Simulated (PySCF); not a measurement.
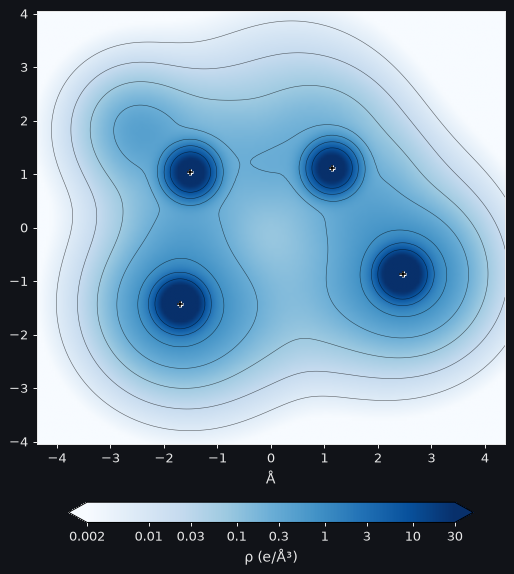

The electron density on a plane through atoms (crosses mark nuclei in the plane).

Computed with PySCF 2.14.0, CAM-B3LYP/def2-SVPD, SCF density, gas phase.

Candidates:
A. Al$_{3}$As$_{3}$H$_{6}$
B. F$_{3}$Ga$_{3}$H$_{3}$N$_{3}$

Question: Which system is this?

Answer: Candidate A: Al$_{3}$As$_{3}$H$_{6}$ on the plane of atoms As3, Al1 and Al7, which holds Al and As. Al–As (2.38 Å): the density is about 0.53 e/Å³ at the midpoint. Al–Al (2.65 Å): ρ at the midpoint is about 0.24 e/Å³.
